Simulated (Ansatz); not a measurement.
CH6OZn: nudged elastic band

The run: nudged elastic band of CH6OZn. Method and program: RKS PBE0-D4/def2-SVP (Ansatz 0.2.0).

Figures and captions count atoms from 1; the log counts them from 0 in places.

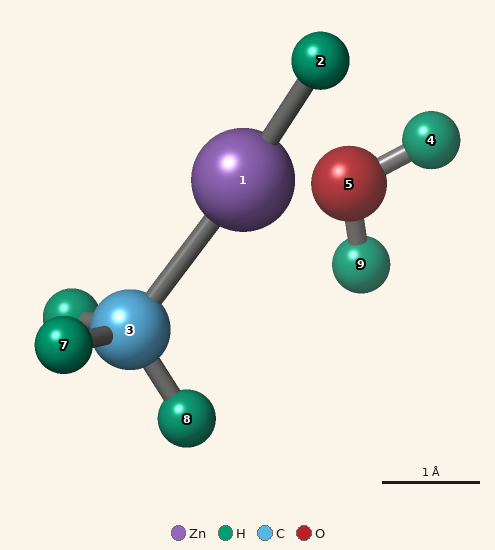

The structure as given in the input (ball-and-stick view, seen at a tilt; atoms are numbered from 1 in the order of the input). Sticks mark near contacts.

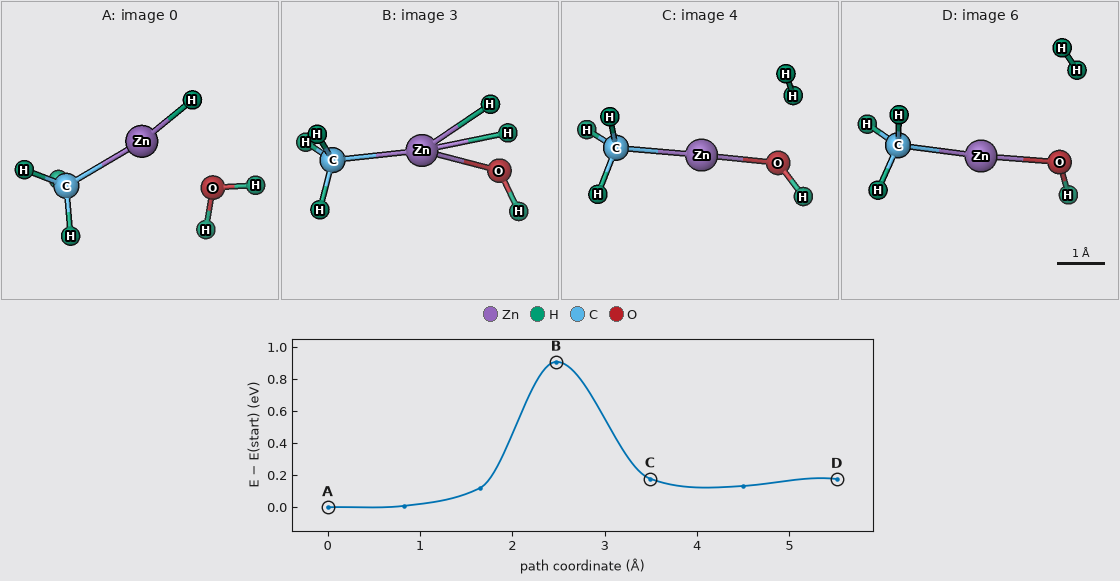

Images of the last band (counted from 0; ball-and-stick, seen at a tilt) above the energy along the path; the line is a cubic interpolation that uses the forces. The highest image is number 3, 0.909 eV above the start and 0.732 eV above the end (the climbing image); the end lies 0.176 eV above the start. The path is 5.51 Å long. The band converged in 14 iterations. The end points carry forces over 0.1 eV/Å, so they aren't fully relaxed minima and the barriers are approximate.

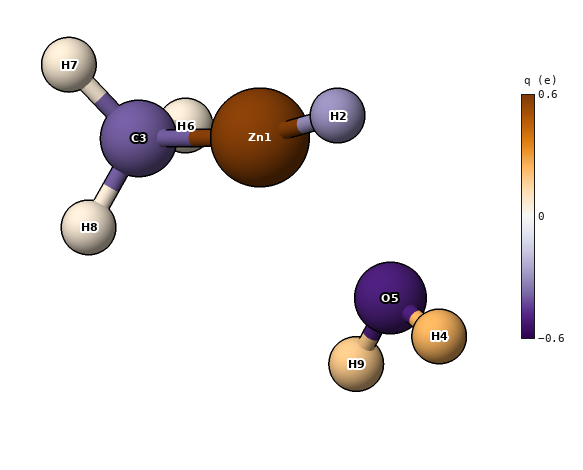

Mulliken charges, as the colour of each atom (ball-and-stick view, seen at a tilt; atoms are numbered from 1 in the order of the input). By element: Zn +0.58, H −0.29 to +0.24, C −0.39 and O −0.50 e.

These pictures come from the run below.

## Input file
```yaml
crystal:
  periodic: [false, false, false]
  atoms:
    - {symbol: Zn, position_ang: [-0.162129, 0.342994, -1.024990]}
    - {symbol: H, position_ang: [-0.065104, -0.134271, -2.505947]}
    - {symbol: C, position_ang: [-0.323744, 1.319962, 0.663477]}
    - {symbol: H, position_ang: [0.684353, -2.386238, -0.748806]}
    - {symbol: O, position_ang: [0.243526, -1.795463, -0.132497]}
    - {symbol: H, position_ang: [-1.092341, 0.868539, 1.298449]}
    - {symbol: H, position_ang: [-0.591499, 2.368743, 0.514453]}
    - {symbol: H, position_ang: [0.617915, 1.299792, 1.221942]}
    - {symbol: H, position_ang: [0.689224, -1.884057, 0.714018]}
basis:
  gaussian: {orbitals: def2-SVP}
hamiltonian: {xc: pbe0, dispersion: d4}
neb:
  images: 5
  climbing: true
  max_iterations: 40
  initial_path: idpp
  final_atoms:
    - {symbol: Zn, position_ang: [0.167370, -0.361935, 0.497384]}
    - {symbol: H, position_ang: [-0.082401, -0.654503, -2.696924]}
    - {symbol: C, position_ang: [-0.368496, 1.445658, 0.859947]}
    - {symbol: H, position_ang: [0.147127, -1.229883, -2.275649]}
    - {symbol: O, position_ang: [0.647459, -2.021984, 0.057219]}
    - {symbol: H, position_ang: [-1.368963, 1.473730, 1.296105]}
    - {symbol: H, position_ang: [-0.380720, 2.027227, -0.064415]}
    - {symbol: H, position_ang: [0.323191, 1.924233, 1.556038]}
    - {symbol: H, position_ang: [0.915634, -2.602545, 0.770394]}
```

Run as:
```bash
ansatz run in.yaml --threads 4 --pin off --events-out ev --progress --plain --max-ram 9574MiB
```

## Output
```
Functional definition: PBE0
  name "PBE0"
  cite "Adamo & Barone, J. Chem. Phys. 110, 6158 (1999) doi:10.1063/1.478522"
  cite "Perdew, Burke & Ernzerhof, Phys. Rev. Lett. 77, 3865 (1996) doi:10.1103/PhysRevLett.77.3865"
  parent pbe
  parameter a = 0.25
  parameter kappa = 0.804
  parameter beta = 0.06672455060314922
  exchange = (1 - a)*pbe_x(kappa = kappa, mu = beta*pi^2/3) + a*exact_x
  correlation = pbe_c(beta = beta)
952 factors; integrals over basis functions are off by at most 3.2e-4 eV
mean field evaluation 1: about -51572.9606 eV, gradient 6.6e1 eV
mean field evaluation 2: about -51566.7238 eV, gradient 8.5e1 eV
mean field evaluation 4: about -51581.5060 eV, gradient 2.5e0 eV
mean field evaluation 8: about -51581.5771 eV, gradient 1.1e-1 eV
mean field -51581.57708586 eV, -1895.5879946567 hartree, gradient 2.8e-5 eV, S^2 0.000000; 0 other end points of the search recorded, 0 dependent functions left out
the calculation of the forces begins
reference -51581.57711723 eV, -1895.5879958096 hartree; 25, 25 occupied and 64, 64 virtual orbitals, 952 factors
954 factors; integrals over basis functions are off by at most 6.2e-4 eV
mean field evaluation 16: about -51571.0635 eV, gradient 7.3e1 eV
mean field -51581.40900107 eV, -1895.5818176545 hartree, gradient 6.3e-5 eV, S^2 0.000000; 0 other end points of the search recorded, 0 dependent functions left out
[... from here on the field's lines of each further geometry are left out, up to the last ...]
WARN: NEB end point (image 0): max|allowed force component| = 3.640e-1 eV/Å (the criterion of neb.relax_end_points is 1.000e-2). That is over neb.f_tol: it is no minimum, so the barrier can be far off. Relax it first
WARN: NEB end point (image 6): max|allowed force component| = 3.851e-1 eV/Å (the criterion of neb.relax_end_points is 1.000e-2). That is over neb.f_tol: it is no minimum, so the barrier can be far off. Relax it first
NEB iter   1: max|band force component| = 5.169e0 eV/Å  barrier→ = 4.2510 eV  barrier← = 4.0746 eV  Δτ_max = 0.2000 Å  (183 SCF iters)
NEB iter   2: max|band force component| = 3.657e0 eV/Å  barrier→ = 2.6818 eV  barrier← = 2.5053 eV  Δτ_max = 0.2000 Å  (151 SCF iters)
NEB iter   3: max|band force component| = 5.816e0 eV/Å  barrier→ = 1.7971 eV  barrier← = 1.6206 eV  Δτ_max = 0.1004 Å  (145 SCF iters)
NEB iter   4: max|band force component| = 4.269e0 eV/Å  barrier→ = 1.4099 eV  barrier← = 1.2334 eV  Δτ_max = 0.1012 Å  (145 SCF iters)
NEB iter   5: max|band force component| = 1.387e0 eV/Å  barrier→ = 1.0810 eV  barrier← = 0.9045 eV  Δτ_max = 0.2000 Å  (144 SCF iters)
NEB iter   6: max|band force component| = 6.599e-1 eV/Å  barrier→ = 0.9609 eV  barrier← = 0.7844 eV  CI = image 3  Δτ_max = 0.1940 Å  (145 SCF iters)
NEB iter   7: max|band force component| = 8.894e-1 eV/Å  barrier→ = 0.9199 eV  barrier← = 0.7434 eV  CI = image 3  Δτ_max = 0.1005 Å  (143 SCF iters)
NEB iter   8: max|band force component| = 4.011e-1 eV/Å  barrier→ = 0.9383 eV  barrier← = 0.7619 eV  CI = image 3  Δτ_max = 0.0995 Å  (145 SCF iters)
NEB iter   9: max|band force component| = 2.468e-1 eV/Å  barrier→ = 0.9178 eV  barrier← = 0.7413 eV  CI = image 3  Δτ_max = 0.0991 Å  (146 SCF iters)
NEB iter  10: max|band force component| = 1.118e-1 eV/Å  barrier→ = 0.9119 eV  barrier← = 0.7354 eV  CI = image 3  Δτ_max = 0.1417 Å  (142 SCF iters)
NEB iter  11: max|band force component| = 7.777e-2 eV/Å  barrier→ = 0.9100 eV  barrier← = 0.7335 eV  CI = image 3  Δτ_max = 0.1987 Å  (147 SCF iters)
NEB iter  12: max|band force component| = 1.229e-1 eV/Å  barrier→ = 0.9095 eV  barrier← = 0.7330 eV  CI = image 3  Δτ_max = 0.1007 Å  (142 SCF iters)
NEB iter  13: max|band force component| = 6.894e-2 eV/Å  barrier→ = 0.9088 eV  barrier← = 0.7323 eV  CI = image 3  Δτ_max = 0.0450 Å  (135 SCF iters)
the calculation of the forces begins
reference -51581.44555683 eV, -1895.5831610538 hartree; 25, 25 occupied and 64, 64 virtual orbitals, 950 factors
these checks for a lower state are left out or cut short: stability, starts, cluster_reference, orbital_swaps, neighbouring_geometries, increment
953 factors; integrals over basis functions are off by at most 6.0e-4 eV
mean field -51581.42399261 eV, -1895.5823685833 hartree, gradient 2.7e-6 eV, S^2 0.000000; 0 other end points of the search recorded, 0 dependent functions left out
the calculation of the forces begins
reference -51581.42402506 eV, -1895.5823697760 hartree; 25, 25 occupied and 64, 64 virtual orbitals, 953 factors
NEB iter  14: max|band force component| = 4.490e-2 eV/Å  barrier→ = 0.9085 eV  barrier← = 0.7320 eV  CI = image 3  CI's point: of a kind that is not told: the force calls were inconclusive, a negative curvature could not be distinguished from the path's own, the only one lies far off the path, or fixed occupations may fill a level only in part  Δτ_max = 0.0000 Å  (987 SCF iters)
WARN: NEB end point (image 6): the path dips 0.043542 eV below it before the top, so the barrier from the dip is that much higher. The path crosses a lower well, or the end point is a saddle point, which neb.relax_end_points tests for
Total energy: -51580.76527371 eV, -1895.5581611104 hartree
Atom 0 at    -0.050214    -0.164702    -0.178639 Å, force    -0.003210     0.023116    -0.008402 eV/Å
Atom 1 at     0.160975    -0.798272    -1.972036 Å, force     0.002110     0.005253     0.004059 eV/Å
Atom 2 at    -0.461753     1.501452     0.736324 Å, force     0.006623    -0.013222    -0.004591 eV/Å
Atom 3 at     0.382738    -1.559642    -1.354331 Å, force    -0.000677    -0.001008    -0.000474 eV/Å
Atom 4 at     0.390859    -2.071264    -0.176840 Å, force    -0.030529    -0.014920     0.001675 eV/Å
Atom 5 at    -1.430671     1.431600     1.255770 Å, force     0.002709    -0.000154    -0.000975 eV/Å
Atom 6 at    -0.516512     2.340741     0.026130 Å, force     0.000332    -0.003431     0.003862 eV/Å
Atom 7 at     0.305772     1.740416     1.489518 Å, force    -0.003937     0.000372    -0.000887 eV/Å
Atom 8 at     1.219006    -2.420328     0.174203 Å, force     0.026580     0.003995     0.005733 eV/Å
Dipole moment:     0.259905     0.017903     0.182447 e Å
```

## The last band as extended XYZ (Å, eV, eV/Å)
```
9
Properties=species:S:1:pos:R:3:forces:R:3 image=0 energy=-51581.67375
Zn   -0.1621    0.3430   -1.0250    0.0224  -0.2238   0.1300
H    -0.0651   -0.1343   -2.5059    0.0099  -0.0033  -0.0949
C    -0.3237    1.3200    0.6635    0.0428  -0.1794  -0.3257
H     0.6844   -2.3862   -0.7488    0.1154  -0.1029  -0.0275
O     0.2435   -1.7955   -0.1325   -0.2671   0.3640  -0.1273
H    -1.0923    0.8685    1.2984   -0.2068  -0.1087   0.1982
H    -0.5915    2.3687    0.5145   -0.0763   0.3063  -0.0175
H     0.6179    1.2998    1.2219    0.2465   0.0089   0.1815
H     0.6892   -1.8841    0.7140    0.1133  -0.0611   0.0832
9
Properties=species:S:1:pos:R:3:forces:R:3 image=1 energy=-51581.66531
Zn   -0.1437    0.2157   -0.8442   -0.0038   0.0078  -0.0209
H    -0.0075   -0.3400   -2.3153   -0.0106   0.0161  -0.0227
C    -0.3961    1.4053    0.6915    0.0022  -0.0083  -0.0020
H     0.5480   -2.2716   -0.9534    0.0101  -0.0234   0.0126
O     0.3215   -1.8778   -0.1012    0.0007   0.0189   0.0011
H    -1.3077    1.1509    1.2589    0.0075  -0.0163  -0.0023
H    -0.5026    2.4528    0.3636    0.0010   0.0011   0.0142
H     0.4458    1.3737    1.4040    0.0071  -0.0202  -0.0072
H     1.0425   -2.1090    0.4963   -0.0142   0.0243   0.0273
9
Properties=species:S:1:pos:R:3:forces:R:3 image=2 energy=-51581.55362
Zn   -0.1035    0.1088   -0.6021   -0.0218   0.1138  -0.1664
H     0.1010   -0.5253   -2.0599   -0.0213   0.1020  -0.0334
C    -0.4443    1.4887    0.7364    0.0015  -0.0041  -0.0079
H     0.4368   -2.0018   -1.0968    0.0296  -0.1846   0.1198
O     0.3562   -2.0839   -0.1266   -0.0063  -0.0022   0.0203
H    -1.3911    1.3358    1.2799    0.0124  -0.0371   0.0005
H    -0.5307    2.4466    0.1962   -0.0104   0.0402   0.0619
H     0.3547    1.6069    1.4861    0.0104  -0.0502  -0.0087
H     1.2210   -2.3759    0.1869    0.0060   0.0222   0.0137
9
Properties=species:S:1:pos:R:3:forces:R:3 image=3 energy=-51580.76524
Zn   -0.0502   -0.1647   -0.1786   -0.0032   0.0231  -0.0084
H     0.1610   -0.7983   -1.9720    0.0021   0.0053   0.0041
C    -0.4618    1.5015    0.7363    0.0066  -0.0132  -0.0046
H     0.3827   -1.5596   -1.3543   -0.0007  -0.0010  -0.0005
O     0.3909   -2.0713   -0.1768   -0.0305  -0.0149   0.0017
H    -1.4307    1.4316    1.2558    0.0027  -0.0002  -0.0010
H    -0.5165    2.3407    0.0261    0.0003  -0.0034   0.0039
H     0.3058    1.7404    1.4895   -0.0039   0.0004  -0.0009
H     1.2190   -2.4203    0.1742    0.0266   0.0040   0.0057
9
Properties=species:S:1:pos:R:3:forces:R:3 image=4 energy=-51581.49422
Zn    0.0155   -0.3362    0.3893    0.0081  -0.0567   0.1464
H     0.2256   -0.8949   -2.4006    0.0167  -0.0160  -0.1299
C    -0.4633    1.4865    0.7856   -0.0052   0.0096   0.0376
H     0.2819   -1.3930   -1.8157   -0.0269   0.0525  -0.1268
O     0.3500   -2.0862    0.1652    0.0186   0.0050   0.0905
H    -1.4526    1.5170    1.2691   -0.0043   0.0192  -0.0018
H    -0.4984    2.1381   -0.1007    0.0169  -0.0556  -0.0329
H     0.2656    1.9137    1.4922   -0.0088   0.0388   0.0047
H     1.2760   -2.3450    0.2157   -0.0152   0.0030   0.0122
9
Properties=species:S:1:pos:R:3:forces:R:3 image=5 energy=-51581.54080
Zn    0.0810   -0.2757    0.5607   -0.0187  -0.0010  -0.0139
H     0.0779   -1.1853   -3.0379    0.0093   0.0032  -0.0098
C    -0.4417    1.5185    1.0277   -0.0125  -0.0064  -0.0054
H     0.2205   -1.4557   -2.3378    0.0111  -0.0213   0.0611
O     0.4463   -1.9464    0.0521   -0.0066   0.0374   0.0253
H    -1.4525    1.5280    1.4652    0.0029   0.0055  -0.0005
H    -0.4534    2.1627    0.1345    0.0001   0.0062   0.0054
H     0.2473    1.9670    1.7600    0.0092  -0.0085  -0.0002
H     1.2749   -2.3131    0.3756    0.0050  -0.0150  -0.0620
9
Properties=species:S:1:pos:R:3:forces:R:3 image=6 energy=-51581.49726
Zn    0.2217   -0.3513    0.4836    0.0571  -0.1598  -0.0465
H    -0.1970   -0.6477   -2.6926   -0.1967   0.3679  -0.2852
C    -0.4169    1.4126    0.8922    0.1016  -0.2783  -0.0557
H     0.0970   -1.2072   -2.2905    0.2114  -0.3851   0.3309
O     0.7898   -1.9716    0.0021   -0.0967   0.1802  -0.1351
H    -1.3891    1.3683    1.3870   -0.2852   0.0223   0.1435
H    -0.5250    1.9956   -0.0250   -0.0416   0.1908  -0.2478
H     0.2798    1.9358    1.5500    0.1832   0.1800   0.1898
H     1.1400   -2.5347    0.6933    0.0670  -0.1180   0.1061
```

## Key numbers

```json
{"quantity": "outcome", "value": "converged"}
{"quantity": "barrier, forward", "value": "0.908 eV"}
{"quantity": "barrier, backward", "value": "0.732 eV"}
{"quantity": "dipole moment (one image of the band)", "value": "1.53 D"}
{"quantity": "hardware", "value": "4 threads of Arm Neoverse V1, 23 GiB of memory available, shared host"}
{"quantity": "wall time", "value": "2 min (CPU time 6.9 min)"}
{"quantity": "peak memory", "value": "0.46 GiB"}
```
